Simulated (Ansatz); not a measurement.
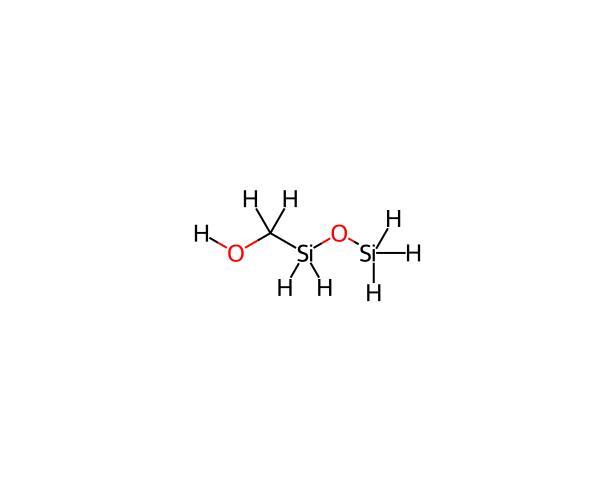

2D structure.

> Give its SMILES.

OC[SiH2]O[SiH3]

> What is the molecular formula?

CH8O2Si2.

> An optimisation with PBE0-D4/def2-TZVP gave a structure of which point group?

C1. Other conformers may differ.

The parts below concern this one geometry. Atoms keep their numbers from picture to picture. The geometry was computed by an optimisation with PBE0-D4/def2-TZVP. No frequency run is at hand to confirm it as a minimum.

**Shape**

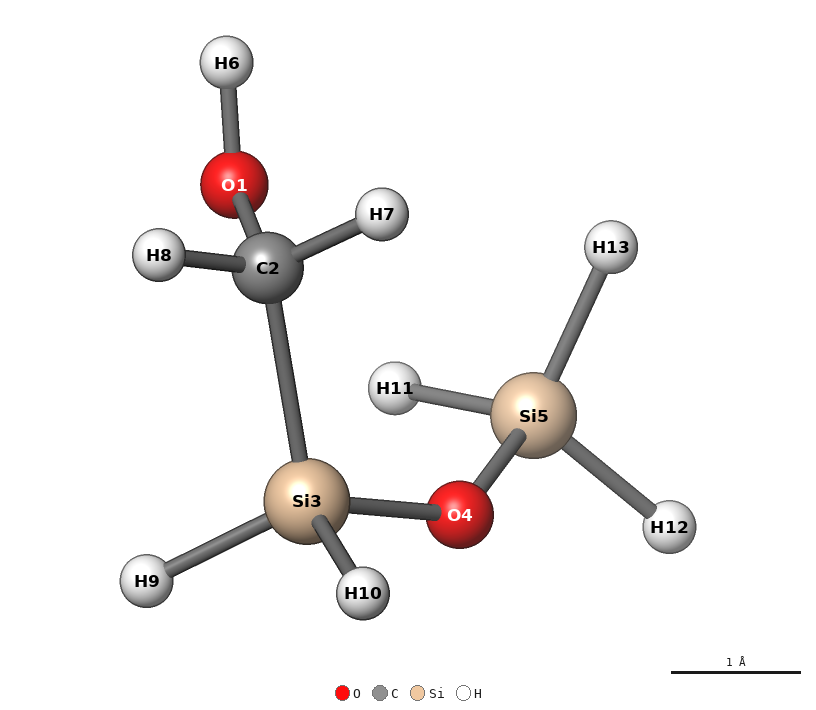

Atoms carry their numbers in the input. No frequency run is at hand to confirm it as a minimum.

> Describe the coordination of atom 2.

C2 has 4 neighbours (O1 at 1.42, Si3 at 1.88, H7 at 1.10, H8 at 1.10 Å); the arrangement is tetrahedral.

> How are the neighbours of atom 5 arranged?

Si5 has 4 neighbours (O4 at 1.64, H11 at 1.48, H12 at 1.48, H13 at 1.49 Å); the arrangement is tetrahedral.

> What is the geometry at O1?

O1 has 2 neighbours (C2 at 1.42, H6 at 0.96 Å); the arrangement is bent.

> Describe the coordination of atom 4.

O4 has 2 neighbours (Si3 at 1.63, Si5 at 1.64 Å); the arrangement is bent.

> What is the dihedral angle C2–Si3–O4–Si5?

37° in size, that is gauche.

**Electronic properties**

No frequency run is at hand to confirm it as a minimum. Properties computed with RKS ωB97X-V/def2-TZVPP (Ansatz 0.2.0).

Predict the main results.

- HOMO energy (Kohn–Sham orbital): −10.60 eV
- LUMO energy (Kohn–Sham orbital): 2.10 eV
- HOMO–LUMO gap: 12.69 eV

**Charges**

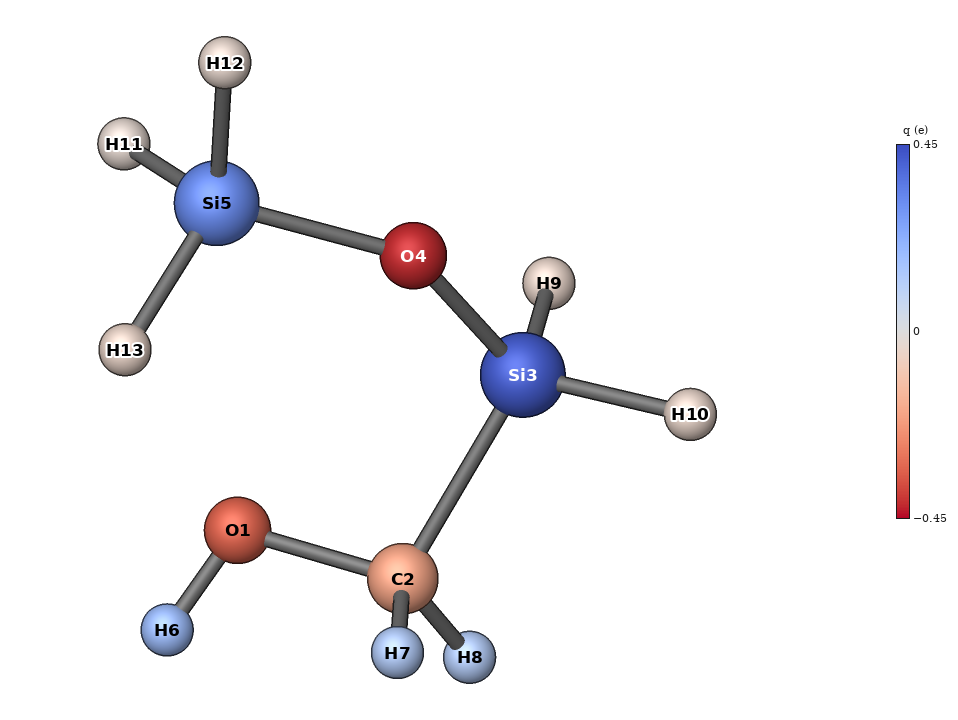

Atoms are coloured by their Mulliken charges. No frequency run is at hand to confirm it as a minimum. Level of theory: RKS ωB97M-V/def2-TZVPP (Ansatz 0.2.0).

List the Mulliken charges.

```csv
atom,value (e)
O1,−0.33
C2,−0.19
Si3,0.41
O4,−0.41
Si5,0.31
H6,0.18
H7,0.12
H8,0.12
H9,−0.04
H10,−0.04
H11,−0.03
H12,−0.04
H13,−0.05
```

**Dipole moment**

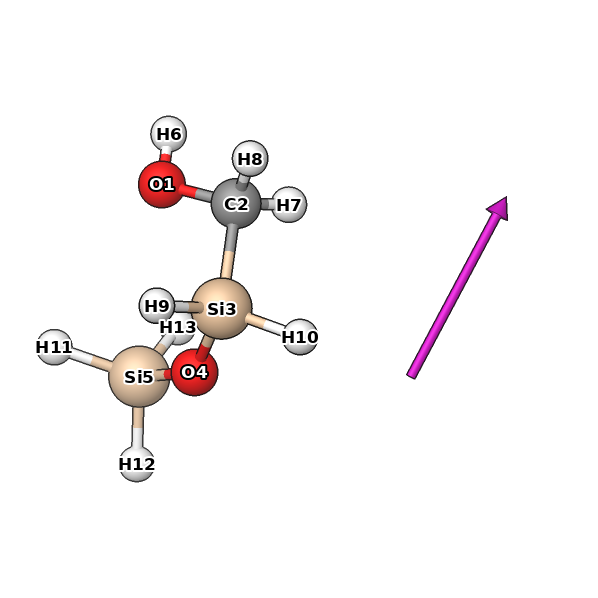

The arrow beside the molecule shows the direction of the dipole moment, from the negative to the positive end (its length means nothing). No frequency run is at hand to confirm it as a minimum. Properties computed with RKS B3LYP-D4/def2-TZVPP (Ansatz 0.2.0).

> Estimate the dipole moment.

2.29 D; it points from the side of H12 to the side of H6, H8 (the outermost atoms at the two ends).

Mulliken values depend strongly on the basis set and can even reverse the polarity of a bond.
